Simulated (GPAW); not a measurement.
# LiH (Fm-3m): G0W0 with GPAW, start to end, part 2 of 2

Wanted: ground state, empty states, screening and self-energy for LiH (Fm-3m).

GPAW 26.7.0; PBE and many-body steps on it, plane waves. Known limits of the many-body steps: not at the basis limit.

So far. Step 3 (Bands along the symmetry lines): The gap is 2.999 eV, as in the run before at this level. Step 4 (Empty states on the mesh, 8×8×8 mesh, 98 bands): On this mesh the gap is 2.999 eV.

The database entry behind the starting cell differs from later determinations by our own check (the deuteride, about 0.2 % short), so it need not match the best structure at ambient conditions.

**5. Screening and self-energy, 8×8×8 mesh, 88 bands, screening to 175 eV**

Now the one-shot GW correction: screening in the RPA, then the self-energy of the levels asked for.

This step: G0W0 on PBE, plane waves, PAW.

run.py reads:

```python
import json
import numpy as np
from gpaw.mpi import world
from gpaw.response.g0w0 import G0W0

gw = G0W0('full.gpw',
    filename='gw',
    kpts=[0, 24],
    bands=(0, 3),
    ecut=175,
    nbands=88,
    integrate_gamma='WS',
    ppa=True)
gw.calculate()
res = {mode: {k: v for k, v in r.items() if k != 'sigma_eskwn'}
       for mode, r in gw.all_results.items()}

if world.rank == 0:
    with open('result.json', 'w') as f:
        json.dump(res, f, default=lambda x: x.tolist())
```

The run is started by

```sh
$ mpirun -n 4 gpaw python run.py
```

Numbers of over 12 decimals in the logs are rounded to 6 here.

The program printed:

```text
Using integrator: PointIntegrator
FrequencyGridDescriptor(from 0.000+0.000j to 0.000+27.211j eV, 2 points)
Nonperiodic BCs:  [False False False]
Using integrator: PointIntegrator
FrequencyGridDescriptor(from 0.000+0.000j to 0.000+27.211j eV, 2 points)
Nonperiodic BCs:  [False False False]
  ___  _ _ _
 |   || | | |
 | | || | | |
 |__ ||_____|
 |___|

BZ k-points: Symmetries present (total): 48

  [... matrices ...]
512 k-points: 8 x 8 x 8 Monkhorst-Pack grid + [1/16,1/16,1/16]
29 k-points in the irreducible part of the Brillouin zone
       k-points in crystal coordinates                weights
   0:     0.00000000    0.00000000    0.00000000          1/512
   1:     0.12500000    0.12500000    0.00000000          6/512
   2:     0.12500000    0.12500000    0.12500000          8/512
   3:     0.25000000    0.12500000    0.12500000         12/512
   4:     0.25000000    0.25000000    0.00000000          6/512
   5:     0.25000000    0.25000000    0.12500000         24/512
   6:     0.25000000    0.25000000    0.25000000          8/512
   7:     0.37500000    0.25000000   -0.37500000         24/512
   8:     0.37500000    0.25000000    0.12500000         24/512
   9:     0.37500000    0.25000000    0.25000000         24/512
          ...
  28:     0.50000000    0.50000000    0.50000000          4/512

Distributing spins, k-points and bands (1 x 2 x 3) over 4 processes
Number of blocks: 1

Quasi particle states:
k-points (IBZ indices): [0, 24]
Band range: (0, 3)
  [... matrices ...]
Computational parameters:
Plane wave cut-off: 175 eV
Number of bands: 88
Coulomb cutoff: None
Broadening: 0.1 eV

fxc modes: GW
Kernel: RPA
Using Godby-Needs plasmon-pole approximation:
  Fitting energy: i*E0, E0 = 1.000 Hartree
Summing all q:

Calculating screened Coulomb potential
No Coulomb truncation
FrequencyGridDescriptor(from 0.000+0.000j to 0.000+27.211j eV, 2 points)
Removing empty qpoint cache files...

Calculating chi0 body with:
    Ground state adapter containing:
    Number of spins: 1
    Number of kpoints: 512
    Number of irreducible kpoints: 29
    Number of completely occupied states: 1
    Number of partially occupied states: 1
    Occupied states memory: 0.088989 M / cpu

    Linear response parametrization:
    q_c: [0.0, 0.0, 0.0]
    Number of frequency points: 2
    Planewave cutoff: 175.0
    Number of bands: 88
    Number of planewaves: 89
    Broadening (eta): 1e-06
    comm.size: 4
    kncomm.size: 4
    blockcomm.size: 1

    Memory estimate of potentially large arrays:
        chi0_wGG: 0.241730 M / cpu
Integrating chi0 body.

Symmetries of q_c:
    Direct symmetries (Uq -> q): 48
    Indirect symmetries (TUq -> q): 0
In total 48 allowed symmetries.

  [... matrices ...]
29 groups of equivalent kpoints. 94.3359375% reduction.

Integral kind: response function
Integrating chi0 head and wings.

Symmetries of q_c:
    Direct symmetries (Uq -> q): 48
    Indirect symmetries (TUq -> q): 0
In total 48 allowed symmetries.

  [... matrices ...]
29 groups of equivalent kpoints. 94.3359375% reduction.

Integral kind: response function wings

Calculating chi0 body with:
    Ground state adapter containing:
    Number of spins: 1
    Number of kpoints: 512
    Number of irreducible kpoints: 29
    Number of completely occupied states: 1
    Number of partially occupied states: 1
    Occupied states memory: 0.088989 M / cpu

[... the further q-points ...]

Results:
f:      Occupation numbers
eps:     KS-eigenvalues [eV]
vxc:     KS vxc [eV]
exx:     Exact exchange [eV]
sigma:   Self-energies [eV]
dsigma:  Self-energy derivatives
Z:       Renormalization factors
qp:      QP-energies [eV]

k-point 0 (0): (0.000, 0.000, 0.000)                GW
band       f     eps     vxc     exx   sigma  dsigma       Z      qp
                                                                   GW
   0   1.000  -5.649  -9.929 -15.692   3.319  -0.407   0.711  -7.387
   1   0.000  15.084 -11.919  -4.899  -6.194  -0.490   0.671  15.639
   2   0.000  17.137  -8.503  -2.285  -5.222  -0.454   0.688  17.822

k-point 1 (24): (0.500, 0.500, 0.000)                GW
band       f     eps     vxc     exx   sigma  dsigma       Z      qp
                                                                   GW
   0   1.000  -0.369 -11.348 -14.549   1.368  -0.292   0.774  -1.787
   1   0.000   2.629  -7.632  -3.729  -3.194  -0.228   0.815   3.207
   2   0.000  10.217  -8.083  -2.612  -4.394  -0.282   0.780  11.057
```

It took 89 s on 4 MPI ranks of Arm Neoverse V2, shared host; peak memory 0.79 GiB; 5.9 min of CPU time.

This step gave:

| Item | Value |
| --- | --- |
| G0W0 gap on the points computed | 4.994 eV |
| least direct G0W0 gap on the computed points | 4.994 eV |
| Z at the valence top | 0.7739 |
| Z at the conduction bottom | 0.8146 |
| starting gap on the mesh | 2.999 eV |
| k of the valence top | 0.5, 0.5, 0 |
| k of the conduction bottom | 0.5, 0.5, 0 |

The gap on the mesh goes from 3.00 eV to 4.99 eV, a correction of +2.00 eV.

Limits: finite bands, cutoff and mesh. v1 is the top filled band, c1 the lowest empty one. The levels before and after the correction (eV, zero at the valence-band top of each column):

|  | conduction bottom | valence top |
| --- | --- | --- |
| Kohn-Sham | 3.00 | 0.00 |
| G0W0 | 4.99 | 0.00 |

|  | level | energy (eV) |
| --- | --- | --- |
| Kohn-Sham | (0.5 0.5 0) v1 | 0.000 |
| Kohn-Sham | (0.5 0.5 0) c1 | 2.999 |
| Kohn-Sham | (0.5 0.5 0) c2 | 10.586 |
| G0W0 | (0.5 0.5 0) v1 | 0.000 |
| G0W0 | (0.5 0.5 0) c1 | 4.994 |
| G0W0 | (0.5 0.5 0) c2 | 12.844 |

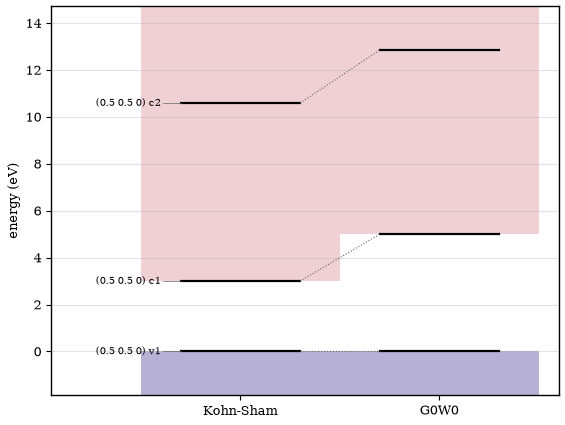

Levels before and after the correction. Shaded: valence and conduction bands.

**6. Where the time went**

Times are wall times on 4 MPI ranks of Arm Neoverse V2, shared host, good to a factor of about two.

| step | time | share | memory (GiB) |
| --- | --- | --- | --- |
| ground state | 4.2 s | 4 % | 0.56 |
| bands along the symmetry lines | 3.5 s | 3 % | 0.52 |
| empty states on the mesh | 5.2 s | 5 % | 0.71 |
| screening and self-energy | 89 s | 87 % | 0.79 |

**7. Results**

```json
{
 "PBE gap": "3.00 eV, direct",
 "G0W0 gap on the mesh": "4.99 eV",
 "GW settings": "8×8×8 mesh, 88 bands, screening to 175 eV, Godby-Needs plasmon pole",
 "known limits": "not at the basis limit"
}
```

What this shows: G0W0 moves the gap on the mesh from 3.00 eV to 4.99 eV (+2.00 eV), with Z of 0.77 and 0.81 at the edges. Only 2 of the mesh's irreducible points were corrected, so a valley elsewhere could overtake. The dearest step here is «screening and self-energy». Bands and cutoff are finite, so the gap is not at the basis limit. The miss can reach some tenths of an eV and take either sign; the mesh is an error of its own. These stock PAW sets were not made for GW. In the G0W0 run levels were corrected at 2 k points alone, so a gap called «on the mesh» is the least over those, and an edge elsewhere would be missed.

[Paths, hosts, dates, memory and timing lines, banners, echoed tables and standing remarks are left out of the program output.]

[Logs are printed without paths, hosts, clocks, repeated set-up lines and the standing remarks that a program may print on its own settings, such as how far it seeks lower states.]

[Runs of the session that timed out or met a known fault of the program may be left out.]

[Hosts, paths, dates, database ids (printed as entryN), source tags and the programs' standing remarks are cut or masked in the printed files.]
